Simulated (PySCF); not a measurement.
**TPSS/def2-SVPD (core potential) run of SnH4 (SMILES [SnH4])**

Aim: the vertical singlet–triplet gap of SnH4 at TPSS/def2-SVPD (core potential), from 2 runs. 

Program for the calculation: PySCF 2.14.0.

6 further runs of the same task are left out: 6 set aside as unsound or not needed.

**1. The structure to begin with**

SnH4: 5 atoms, total charge 0, spin state singlet. As SMILES, `[SnH4]`. The shape is that of a PBE0-D4/def2-TZVP optimisation.

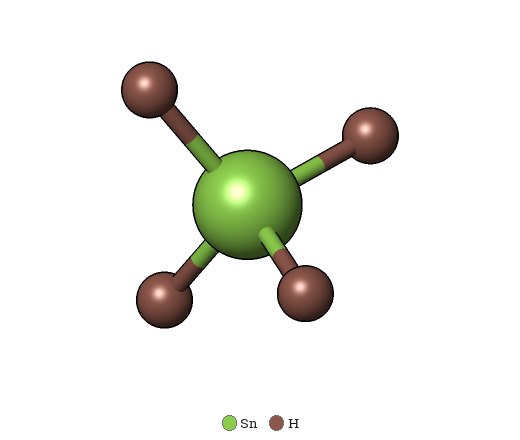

The structure, seen from a chosen angle (tin green, hydrogen brown).

**2. A single-point energy at TPSS/def2-SVPD (core potential)**

The input, job.py:

```python
from pyscf import gto, dft

mol = gto.M(
    atom='''
Sn     0.000030     0.000010     0.000040
H      0.823920    -0.853480     1.222940
H     -1.563610     0.403420     0.543140
H     -0.116810    -0.974610    -1.392490
H      0.856470     1.424640    -0.373640
''',
    ecp={'Sn': 'def2-svp'},
    verbose=3,
    basis='def2-svpd',
    max_memory=1860,
)

mf = dft.RKS(mol)
mf.xc = 'tpss'
mf.conv_tol = 1e-10
mf.grids.level = 5
mf.kernel()
if not mf.converged:
    mf = mf.newton().run(mf.mo_coeff, mf.mo_occ)

e_final = mf.e_tot
print(f'total energy: {e_final:.8f} hartree')
```

The run is started by

```sh
$ OMP_NUM_THREADS=1 python job.py
```

The log of the run:

```text
converged SCF energy = -216.578155475817
total energy: -216.57815548 hartree
```

It took 16 s on 1 thread of Arm Neoverse V2, shared host; peak memory 0.34 GiB.

**3. The triplet, same level**

The input, input.py:

```python
from pyscf import gto, dft

mol = gto.M(
    atom='''
Sn   0.000030   0.000010   0.000040
H    0.823920  -0.853480   1.222940
H   -1.563610   0.403420   0.543140
H   -0.116810  -0.974610  -1.392490
H    0.856470   1.424640  -0.373640
''',
    basis='def2-svpd',
    ecp={'Sn': 'def2-svp'},
    max_memory=1860,
    verbose=3,
    charge=0,
    spin=2,
)

calc0 = dft.UKS(mol)
calc0.xc = 'tpss'
calc0.grids.level = 5
calc0.conv_tol = 1e-10
calc0.kernel()
if not calc0.converged:
    calc0 = calc0.newton().run(calc0.mo_coeff, calc0.mo_occ)

e_final = calc0.e_tot
print('E = %.10f Eh' % e_final)
```

The run is started by

```sh
$ OMP_NUM_THREADS=1 python input.py
```

The log of the run:

```text
WARN: HOMO -0.534379888096879 >= LUMO -0.911115902605398

WARN: HOMO 0.0399222949638101 >= LUMO -0.0907010176788723

WARN: HOMO -0.0537926185426576 >= LUMO -0.304249824755564

WARN: HOMO -0.087348353442807 >= LUMO -0.280607577972938

WARN: HOMO -0.0659422819826609 >= LUMO -0.308578804457196

WARN: HOMO -0.0694477623128771 >= LUMO -0.310040862002178

WARN: HOMO -0.0685654479283286 >= LUMO -0.310018207564096

WARN: HOMO -0.0677855144075199 >= LUMO -0.309062385151626

WARN: HOMO -0.0661083863264906 >= LUMO -0.306583052112241

WARN: HOMO -0.0664125842452794 >= LUMO -0.306538344445723

WARN: HOMO -0.0670915374483769 >= LUMO -0.305309490926136

WARN: HOMO -0.0672146528819546 >= LUMO -0.305599948363312

WARN: HOMO -0.0670807011581775 >= LUMO -0.304464560013018

WARN: HOMO -0.0681834475690177 >= LUMO -0.306586945466869

WARN: HOMO -0.0711167810931848 >= LUMO -0.304091599691316

WARN: HOMO -0.0693850023047551 >= LUMO -0.302627051363273

WARN: HOMO -0.0709047512699836 >= LUMO -0.301494230397528

WARN: HOMO -0.0711222304964343 >= LUMO -0.301027135623365

WARN: HOMO -0.0709070106121699 >= LUMO -0.300818197040251

WARN: HOMO -0.0708599220086592 >= LUMO -0.300950200360382

WARN: HOMO -0.0708326704581665 >= LUMO -0.300862042974605

WARN: HOMO -0.0708098809175262 >= LUMO -0.300842056070374

WARN: HOMO -0.0707883367048501 >= LUMO -0.300825169189205

WARN: HOMO -0.070814227218138 >= LUMO -0.300849372369575

WARN: HOMO -0.0708060649592479 >= LUMO -0.30084020835728

WARN: HOMO -0.0708045243177216 >= LUMO -0.300834986344286

WARN: HOMO -0.0708045506319364 >= LUMO -0.30083583422604

WARN: HOMO -0.0708048615507915 >= LUMO -0.30083678741195

WARN: HOMO -0.0708043017662696 >= LUMO -0.300835922771998

WARN: HOMO -0.0708043308887332 >= LUMO -0.300836102675141

converged SCF energy = -216.320823923465  <S^2> = 2.0023991  2S+1 = 3.001599
E = -216.3208239235 Eh
```

Run time: 51 s. Hardware: 1 thread of Arm Neoverse V2, shared host; peak memory 0.39 GiB.

**4. Results**

Level: TPSS/def2-SVPD (core potential).

| quantity | value |
| --- | --- |
| singlet: total energy | -216.57816 Eh |
| singlet: dipole moment | 0.00 D |
| singlet: HOMO energy | -8.14 eV |
| singlet: LUMO energy | -0.59 eV |
| singlet: HOMO–LUMO gap | 7.55 eV |
| triplet: total energy | -216.32082 Eh |
| triplet: dipole moment | 1.49 D |
| triplet: HOMO energy (highest over α and β) | -1.93 eV |
| triplet: ⟨S²⟩ | 2.002 |
| vertical energy of the triplet above the singlet | 7.002 eV |

In words: At this shape the triplet lies 7.00 eV (161 kcal/mol) above the singlet.
